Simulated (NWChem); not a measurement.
# One shape, several levels: B2PH5 (SMILES BBP)

Aim: a comparison of 3 runs (HF/STO-3G, HF/3-21G, B3LYP/6-31G*) of B2PH5. 

The results are computed with NWChem 7.3.0.

## (1) The system as given

The species is B2PH5 (8 atoms), meant as a singlet with charge 0. SMILES: `BBP`. The shape is that of a GFN2-xTB optimisation. This is one conformer, not always the lowest.

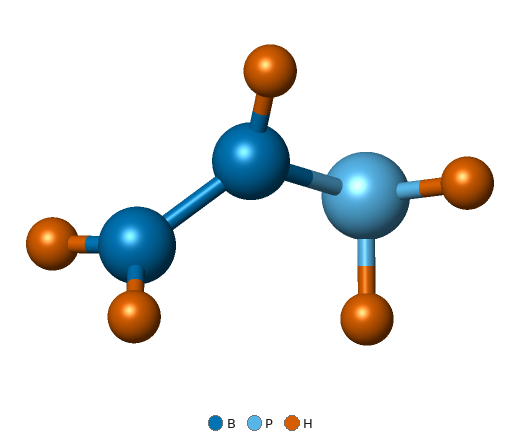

The structure, seen from a chosen angle (boron blue, phosphorus blue, hydrogen orange).

## (2) Energy and forces at HF/STO-3G (run 1)

The input, sp.nw:

```
start sp
title "B2H5P"
memory 2200 mb
geometry units angstroms noautosym nocenter noautoz
  B     -1.166700     0.722700    -0.454440
  B      0.411360     0.478610    -0.219570
  P      1.111750    -1.251810     0.058420
  H     -1.706380     0.533320    -1.479390
  H     -1.877700     1.069970     0.414140
  H      1.252690     1.299160    -0.262680
  H      0.083870    -1.855390     0.768230
  H      1.891120    -0.996560     1.175310
end
basis spherical bse
  B library STO-3G
  P library STO-3G
  H library STO-3G
end
scf
  thresh 1e-08
  maxiter 80
end
task scf gradient
```

Command:

```bash
$ nwchem sp.nw > sp.out
```

The program printed:

```text
[...]
  functions       =    24
[...]
  wavefunction    = RHF
[...]
         Total SCF energy =   -388.525660151834
      One-electron energy =   -689.379053591105
      Two-electron energy =    224.559074728826
 Nuclear repulsion energy =     76.294318710445
        Time for solution =      1.7s
[...]
                         RHF ENERGY GRADIENTS
    atom               coordinates                        gradient
                 x          y          z           x          y          z
   1 B      -2.204743   1.365705  -0.858767    0.024401  -0.007867   0.003923
   2 B       0.777358   0.904442  -0.414927   -0.027580   0.008645  -0.006724
   3 P       2.100903  -2.365578   0.110398    0.004352   0.000740  -0.006894
   4 H      -3.224591   1.007829  -2.795642   -0.006538  -0.000596  -0.005372
   5 H      -3.548338   2.021950   0.782611   -0.007197   0.003184   0.004075
   6 H       2.367241   2.455056  -0.496393    0.013133   0.002108   0.001205
   7 H       0.158491  -3.506179   1.451744   -0.002703  -0.004575   0.004225
   8 H       3.573699  -1.883225   2.221014    0.002132  -0.001639   0.005562
[...]
```

Wall time 3 s (1 thread of AMD EPYC 7R43 (Zen 3), shared host); peak memory 0.096 GiB.

## (3) Energy and forces at HF/3-21G (run 2)

The input, run.py:

```python
from ase import Atoms
from ase.calculators.nwchem import NWChem

molecule = Atoms(['B', 'B', 'P', 'H', 'H', 'H', 'H', 'H'], positions=[
    [-1.166700, 0.722700, -0.454440],
    [0.411360, 0.478610, -0.219570],
    [1.111750, -1.251810, 0.058420],
    [-1.706380, 0.533320, -1.479390],
    [-1.877700, 1.069970, 0.414140],
    [1.252690, 1.299160, -0.262680],
    [0.083870, -1.855390, 0.768230],
    [1.891120, -0.996560, 1.175310],
])

calc = NWChem(
    label='mol',
    theory='scf',
    memory='2200 mb',
    basis='3-21G',
    basispar='spherical bse',
    scf={'nopen': '0', 'rhf': None, 'thresh': '1e-08', 'maxiter': '80'},
)
molecule.calc = calc

forces = molecule.get_forces()
print(f"energy = {molecule.get_potential_energy():.6f} eV")
print("forces (eV/A):")
for s, f in zip(molecule.symbols, forces):
    print(f"{s:2s} {f[0]:10.5f} {f[1]:10.5f} {f[2]:10.5f}")
print("dipole (e A):", molecule.get_dipole_moment().round(4))
```

Command:

```bash
$ export ASE_NWCHEM_COMMAND="nwchem PREFIX.nwi > PREFIX.nwo"
$ python run.py
```

The program printed:

```text
energy = -10637.422361 eV
forces (eV/A):
B    -0.59948    0.21371   -0.13231
B     0.55706    0.30786   -0.14475
P     0.16260   -0.48568   -0.28966
H    -0.13051   -0.09102   -0.51211
H    -0.21752    0.13509    0.46177
H     0.09729    0.42644   -0.05183
H    -0.62889   -0.58004    0.18435
H     0.75945    0.07369    0.48455
dipole (e A): [-0.0831  0.134   0.1821]
```

The calculator wrote mol.nwi:

```
title "mol"

permanent_dir mol

scratch_dir mol

start mol

geometry units angstrom nocenter noautosym noautoz
  B  -1.1667000000000001e+00 7.2270000000000001e-01 -4.5444000000000001e-01
  B  4.1136000000000000e-01 4.7860999999999998e-01 -2.1956999999999999e-01
  P  1.1117500000000000e+00 -1.2518100000000001e+00 5.8420000000000000e-02
  H  -1.7063800000000000e+00 5.3332000000000002e-01 -1.4793900000000000e+00
  H  -1.8776999999999999e+00 1.0699700000000001e+00 4.1414000000000001e-01
  H  1.2526900000000001e+00 1.2991600000000001e+00 -2.6268000000000002e-01
  H  8.3870000000000000e-02 -1.8553900000000001e+00 7.6822999999999997e-01
  H  1.8911199999999999e+00 -9.9656000000000000e-01 1.1753100000000001e+00
end

memory 2200 mb

basis spherical bse noprint
   * library 3-21G
end

scf
  nopen 0
  rhf
  thresh 1e-08
  maxiter 80
end

task scf gradient
```

mol.nwo, shortened:

```text
[...]
      One-electron energy =   -689.386319461740
[... 1 line left out ...]
 Nuclear repulsion energy =     76.294318710445
[... 33 lines left out ...]
                       ROHF Final Molecular Orbital Analysis
[... 185 lines left out ...]
     1   1 0 0     -0.157094      0.000000     23.703117
[...]
  wavefunction    =   RHF
                         RHF ENERGY GRADIENTS
    atom               coordinates                        gradient
                 x          y          z           x          y          z
   1 B      -2.204743   1.365705  -0.858767    0.011658  -0.004156   0.002573
   2 B       0.777358   0.904442  -0.414927   -0.010833  -0.005987   0.002815
   3 P       2.100903  -2.365578   0.110398   -0.003162   0.009445   0.005633
[... 4 lines of this table left out ...]
   8 H       3.573699  -1.883225   2.221014   -0.014769  -0.001433  -0.009423
[...]
```

Wall time 5.1 s (1 thread of AMD EPYC 7R43 (Zen 3), shared host); peak memory 0.098 GiB.

## (4) Energy and gradient at B3LYP/6-31G(d) (Cartesian functions) (run 3)

The input, sp.nw:

```
echo
START sp
memory total 2200 mb

GEOMETRY noautosym nocenter noautoz
 B    -1.166700    0.722700   -0.454440
 B     0.411360    0.478610   -0.219570
 P     1.111750   -1.251810    0.058420
 H    -1.706380    0.533320   -1.479390
 H    -1.877700    1.069970    0.414140
 H     1.252690    1.299160   -0.262680
 H     0.083870   -1.855390    0.768230
 H     1.891120   -0.996560    1.175310
END

BASIS "ao basis"
 * library 6-31G*
END

DFT
 xc b3lyp
 grid xfine
 convergence energy 1e-08
 iterations 100
 mulliken
 print medium
END

TASK dft gradient
```

Command:

```bash
$ nwchem sp.nw > sp.out
```

The program printed:

```text
[...]
          Wavefunction type:  closed shell.
          No. of atoms     :     8
          No. of electrons :    30
[...]
          Charge           :     0
          Spin multiplicity:     1
[...]
          AO basis - number of functions:    59
[...]
              XC Information
              --------------
                         B3LYP Method XC Potential
                     Hartree-Fock (Exact) Exchange  0.200
                        Slater Exchange Functional  0.800 local
                    Becke 1988 Exchange Functional  0.720 non-local
              Lee-Yang-Parr Correlation Functional  0.810
                  VWN I RPA Correlation Functional  0.190 local
[...]
 d= 0,ls=0.0,diis     1   -393.9747197218 -4.70D+02  9.36D-03  2.84D-01     4.9
[...]
 d= 0,ls=0.0,diis     8   -394.0091283339 -8.99D-10  3.44D-06  3.22D-08    29.0
         Total DFT energy =     -394.009128333888
      One electron energy =     -692.319312660282
           Coulomb energy =      255.270330065503
    Exchange-Corr. energy =      -33.254464449554
 Nuclear repulsion energy =       76.294318710445
[...]
      Total Density - Mulliken Population Analysis
     ---------------------------------------------
    Atom       Charge   Shell Charges
 -----------   ------   -------------------------------------------------------
    1 B    5     5.02   1.99  0.58  1.43  0.47  0.49  0.05
    2 B    5     5.01   1.99  0.58  1.44  0.43  0.53  0.05
    3 P   15    15.09   2.00  1.99  5.97  1.25  2.47  0.47  0.87  0.07
    4 H    1     0.99   0.52  0.47
    5 H    1     1.00   0.52  0.48
    6 H    1     0.97   0.52  0.45
    7 H    1     0.96   0.52  0.44
    8 H    1     0.96   0.51  0.44
[...]
  wavefunction    = closed shell
                         DFT ENERGY GRADIENTS
    atom               coordinates                        gradient
                 x          y          z           x          y          z
   1 B      -2.204743   1.365705  -0.858767   -0.001243  -0.001475   0.001340
   2 B       0.777358   0.904442  -0.414927   -0.002420   0.003073  -0.000734
   3 P       2.100903  -2.365578   0.110398   -0.001582   0.002433   0.012013
   4 H      -3.224591   1.007829  -2.795642    0.005322   0.002453   0.011941
   5 H      -3.548338   2.021950   0.782611    0.006551  -0.003780  -0.010428
   6 H       2.367241   2.455056  -0.496393   -0.006147  -0.009317   0.000974
   7 H       0.158491  -3.506179   1.451744    0.011637   0.009496  -0.004874
   8 H       3.573699  -1.883225   2.221014   -0.012117  -0.002884  -0.010232
[...]
```

Wall time 37 s (1 thread of AMD EPYC 7R43 (Zen 3), shared host); peak memory 0.13 GiB.

## (5) All runs side by side

```tsv
run	level	Cartesian functions	iteration cap	energy (Eh)	dipole moment (D)	HOMO energy (eV)	LUMO energy (eV)	wall time
1	HF/STO-3G	no	80	-388.525660	0.55	-7.50	6.33	3 s
2	HF/3-21G	no	80	-390.918065	1.16	-9.97	1.92	5.1 s
3	B3LYP/6-31G* (Cartesian functions)	yes	100	-394.009128	0.78	-7.16	-1.65	37 s
```

## (6) Summary of results

```
                       quantity          value
            run 3: total energy  -394.00913 Eh
           run 3: dipole moment         0.78 D
             run 3: HOMO energy       -7.16 eV
             run 3: LUMO energy       -1.65 eV
           run 3: HOMO–LUMO gap        5.50 eV
run 3: largest force on an atom     0.829 eV/Å
```

In words: The dipole moment (its size) runs from 0.55 D (HF/STO-3G) to 1.16 D (HF/3-21G). The HOMO–LUMO gap runs from 5.50 eV (B3LYP/6-31G*) to 13.83 eV (HF/STO-3G). The two ends differ in method and basis. In run 1 the basis is minimal, so the values are rough. All runs together took 45 s, the longest 37 s.
